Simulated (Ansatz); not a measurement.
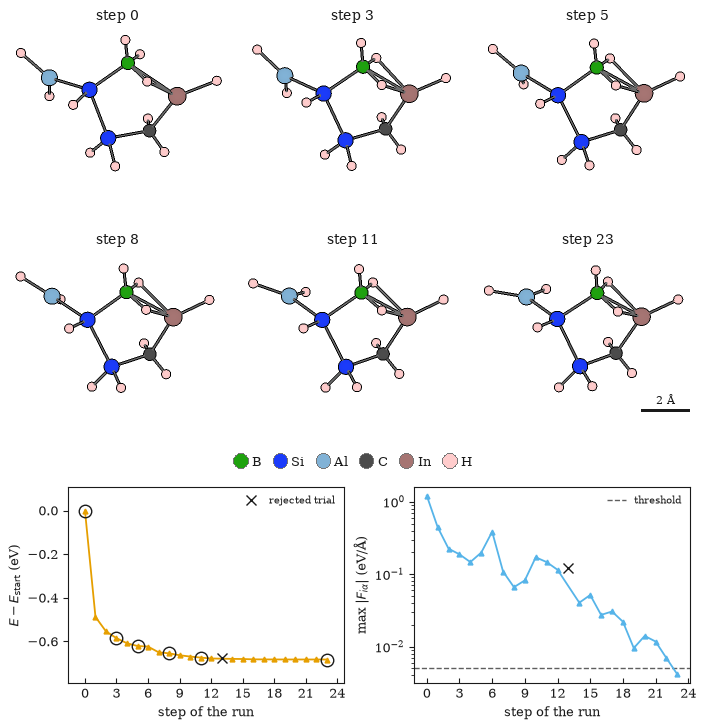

Frames of a relaxation of CH11AlBInSi2, marked on the history of the run. Style: ball-and-stick. Shown at a tilt.

The start comes from GFN2-xTB.

All numbers below come from Ansatz, RKS PBE0-D4/def2-TZVP.

Input
```yaml
crystal:
  periodic: [false, false, false]
  atoms:
    - {symbol: B, position_ang: [-0.578780, -1.862620, 0.607350]}
    - {symbol: Si, position_ang: [1.036850, -0.701090, 0.798400]}
    - {symbol: Al, position_ang: [2.936840, -0.643570, -0.704210]}
    - {symbol: Si, position_ang: [0.361380, 1.574800, 0.385570]}
    - {symbol: C, position_ang: [-1.224020, 1.592320, -0.704400]}
    - {symbol: In, position_ang: [-2.506930, -0.162200, -0.170510]}
    - {symbol: H, position_ang: [-0.919830, -1.826880, -0.590580]}
    - {symbol: H, position_ang: [-0.547120, -2.998580, 0.939220]}
    - {symbol: H, position_ang: [1.526660, -0.532070, 2.218810]}
    - {symbol: H, position_ang: [3.110660, 0.541630, -1.730170]}
    - {symbol: H, position_ang: [4.147680, -1.619170, -0.959490]}
    - {symbol: H, position_ang: [-0.077110, 2.387890, 1.548730]}
    - {symbol: H, position_ang: [1.246330, 2.504390, -0.349990]}
    - {symbol: H, position_ang: [-1.008780, 1.441190, -1.761430]}
    - {symbol: H, position_ang: [-1.843020, 2.479150, -0.589750]}
    - {symbol: H, position_ang: [-1.480980, -1.314800, 1.310700]}
    - {symbol: H, position_ang: [-4.179830, -0.860410, -0.248240]}
basis:
  gaussian: {orbitals: def2-TZVP}
hamiltonian: {xc: pbe0, dispersion: d4}
relax: {f_tol: 0.005, max_steps: 150}
```

Run as
```bash
ansatz run in.yaml --threads 2 --pin off --events-out ev --progress --plain --max-ram 22528MiB --backend cuda --devices 0, --max-vram 18GiB
```

**Describe the path.**

The atom that moves furthest after the best rigid fit is H10 (1.71 Å). Largest moves by element: H 1.71 Å, Al 0.39 Å, In 0.35 Å, Si 0.28 Å, B 0.25 Å, C 0.16 Å. Some distances before and after: In6–H7 2.338 → 2.029 Å, B1–In6 2.686 → 2.431 Å, In6–H17 1.814 → 1.701 Å, In6–H16 2.139 → 2.033 Å. Among the angles between lasting bonds that change: B1–Si2–Al3 126.0° → 113.0°, H10–Al3–H11 106.0° → 117.4°, Si4–Si2–H9 98.4° → 108.4°. Groups turn about Si2–Al3 by about 55°. The energy falls by 0.683 eV in 22 accepted moves (23 points after the start). The largest force component goes from 1.2 to 0.0041 eV/Å. The line search rejected the trial step at point 13 of the run. The run took about 70 s of wall time on a shared GPU. From step 0 to 3: H atoms move most (0.27 Å), energy −0.585 eV. From step 3 to 5: H10 moves most (0.39 Å), energy −0.036 eV. From step 5 to 8: H10 moves most (0.47 Å), energy −0.034 eV. From step 8 to 11: H10 moves most (0.52 Å), energy −0.019 eV. From step 11 to 23: H11 moves most (0.39 Å), energy −0.009 eV.

| step | E − E(0), eV | largest force component, eV/Å | note |
| --- | --- | --- | --- |
| 0 | 0.0000 | 1.2101 |  |
| 1 | -0.4875 | 0.4446 |  |
| 2 | -0.5537 | 0.2247 |  |
| 3 | -0.5848 | 0.1878 |  |
| 4 | -0.6083 | 0.1468 |  |
| 5 | -0.6208 | 0.1986 |  |
| 6 | -0.6234 | 0.3844 |  |
| 7 | -0.6494 | 0.1088 |  |
| 8 | -0.6544 | 0.0661 |  |
| 9 | -0.6631 | 0.0821 |  |
| 10 | -0.6690 | 0.1710 |  |
| 11 | -0.6738 | 0.1468 |  |
| 12 | -0.6779 | 0.1150 |  |
| 13 | -0.6775 | 0.1210 | rejected |
| 14 | -0.6797 | 0.0404 |  |
| 15 | -0.6803 | 0.0516 |  |
| 16 | -0.6818 | 0.0274 |  |
| 17 | -0.6822 | 0.0306 |  |
| 18 | -0.6823 | 0.0221 |  |
| 19 | -0.6825 | 0.0096 |  |
| 20 | -0.6825 | 0.0141 |  |
| 21 | -0.6826 | 0.0118 |  |
| 22 | -0.6826 | 0.0069 |  |
| 23 | -0.6826 | 0.0041 |  |
